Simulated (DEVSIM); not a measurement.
Device: abrupt Ge n-p junction, at 300 K.

```csv
layer (left to right),material,thickness (μm),Nd (cm⁻³),Na (cm⁻³),τn (s),τp (s)
1,Ge,0.540,6.6e16,-,1.4e-7,1.4e-7
2,Ge,0.910,-,8.6e16,1.4e-7,1.4e-7
```

Left contact: ohmic. Right contact: ohmic. Voltage is applied to the left contact. Recombination: SRH at mid-gap, Auger. Mobility is μmin + (μ − μmin)/(1 + (N/Nref)^α).

This is a model device: material constants are rounded textbook-type values typed into the input, and sizes, dopings and lifetimes were drawn at random. Values at 300 K.

```csv
parameter,Ge
gap (eV),0.664
affinity (eV),4
permittivity,16
Nc (cm⁻³),1.04e19
Nv (cm⁻³),6e18
μn (cm²/Vs),3900
μp (cm²/Vs),1900
"μn,min",150
"μp,min",100
"Nref,n",2.6e17
"Nref,p",4e17
αn,0.56
αp,0.6
Cn (cm⁶/s),1e-31
Cp (cm⁶/s),1e-31
```

Model (solved in DEVSIM): 1D drift-diffusion, Boltzmann statistics, complete ionisation; no tunnelling, impact ionisation, image-force lowering or self-heating.

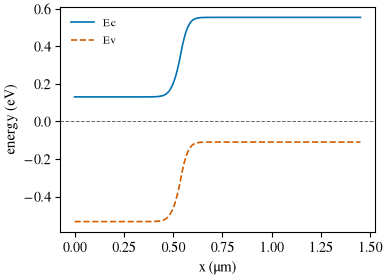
*Band edges at zero bias*

Energies count from the Fermi level of the right contact; mesh points crowd at the junctions.

```json
[
 {"x (μm)": "0.000", "Ec (eV)": "0.131", "Ev (eV)": "-0.533", "n (cm⁻³)": "6.6e16", "p (cm⁻³)": "6.6e9", "field (V/cm)": "≈ 0"},
 {"x (μm)": "0.01484", "Ec (eV)": "0.131", "Ev (eV)": "-0.533", "n (cm⁻³)": "6.6e16", "p (cm⁻³)": "6.6e9", "field (V/cm)": "≈ 0"},
 {"x (μm)": "0.04044", "Ec (eV)": "0.131", "Ev (eV)": "-0.533", "n (cm⁻³)": "6.6e16", "p (cm⁻³)": "6.6e9", "field (V/cm)": "≈ 0"},
 {"x (μm)": "0.07796", "Ec (eV)": "0.131", "Ev (eV)": "-0.533", "n (cm⁻³)": "6.6e16", "p (cm⁻³)": "6.6e9", "field (V/cm)": "≈ 0"},
 {"x (μm)": "0.1698", "Ec (eV)": "0.131", "Ev (eV)": "-0.533", "n (cm⁻³)": "6.6e16", "p (cm⁻³)": "6.6e9", "field (V/cm)": "≈ 0"},
 {"x (μm)": "0.2700", "Ec (eV)": "0.131", "Ev (eV)": "-0.533", "n (cm⁻³)": "6.6e16", "p (cm⁻³)": "6.6e9", "field (V/cm)": "≈ 0"},
 {"x (μm)": "0.3835", "Ec (eV)": "0.131", "Ev (eV)": "-0.533", "n (cm⁻³)": "6.5e16", "p (cm⁻³)": "6.7e9", "field (V/cm)": "120"},
 {"x (μm)": "0.4654", "Ec (eV)": "0.147", "Ev (eV)": "-0.517", "n (cm⁻³)": "3.6e16", "p (cm⁻³)": "1.2e10", "field (V/cm)": "7800"},
 {"x (μm)": "0.5041", "Ec (eV)": "0.214", "Ev (eV)": "-0.450", "n (cm⁻³)": "2.7e15", "p (cm⁻³)": "1.6e11", "field (V/cm)": "29000"},
 {"x (μm)": "0.5265", "Ec (eV)": "0.298", "Ev (eV)": "-0.366", "n (cm⁻³)": "1.0e14", "p (cm⁻³)": "4.3e12", "field (V/cm)": "46000"},
 {"x (μm)": "0.5410", "Ec (eV)": "0.373", "Ev (eV)": "-0.291", "n (cm⁻³)": "5.7e12", "p (cm⁻³)": "7.7e13", "field (V/cm)": "55000"},
 {"x (μm)": "0.5636", "Ec (eV)": "0.472", "Ev (eV)": "-0.192", "n (cm⁻³)": "1.2e11", "p (cm⁻³)": "3.6e15", "field (V/cm)": "33000"},
 {"x (μm)": "0.5955", "Ec (eV)": "0.537", "Ev (eV)": "-0.127", "n (cm⁻³)": "9.9e9", "p (cm⁻³)": "4.4e16", "field (V/cm)": "9600"},
 {"x (μm)": "0.6432", "Ec (eV)": "0.553", "Ev (eV)": "-0.111", "n (cm⁻³)": "5.3e9", "p (cm⁻³)": "8.3e16", "field (V/cm)": "640"},
 {"x (μm)": "0.7626", "Ec (eV)": "0.554", "Ev (eV)": "-0.110", "n (cm⁻³)": "5.1e9", "p (cm⁻³)": "8.6e16", "field (V/cm)": "≈ 0"},
 {"x (μm)": "0.9087", "Ec (eV)": "0.554", "Ev (eV)": "-0.110", "n (cm⁻³)": "5.1e9", "p (cm⁻³)": "8.6e16", "field (V/cm)": "≈ 0"},
 {"x (μm)": "1.109", "Ec (eV)": "0.554", "Ev (eV)": "-0.110", "n (cm⁻³)": "5.1e9", "p (cm⁻³)": "8.6e16", "field (V/cm)": "≈ 0"},
 {"x (μm)": "1.245", "Ec (eV)": "0.554", "Ev (eV)": "-0.110", "n (cm⁻³)": "5.1e9", "p (cm⁻³)": "8.6e16", "field (V/cm)": "≈ 0"},
 {"x (μm)": "1.356", "Ec (eV)": "0.554", "Ev (eV)": "-0.110", "n (cm⁻³)": "5.1e9", "p (cm⁻³)": "8.6e16", "field (V/cm)": "≈ 0"},
 {"x (μm)": "1.400", "Ec (eV)": "0.554", "Ev (eV)": "-0.110", "n (cm⁻³)": "5.1e9", "p (cm⁻³)": "8.6e16", "field (V/cm)": "≈ 0"},
 {"x (μm)": "1.428", "Ec (eV)": "0.554", "Ev (eV)": "-0.110", "n (cm⁻³)": "5.1e9", "p (cm⁻³)": "8.6e16", "field (V/cm)": "≈ 0"},
 {"x (μm)": "1.450", "Ec (eV)": "0.554", "Ev (eV)": "-0.110", "n (cm⁻³)": "5.1e9", "p (cm⁻³)": "8.6e16", "field (V/cm)": "≈ 0"}
]
```
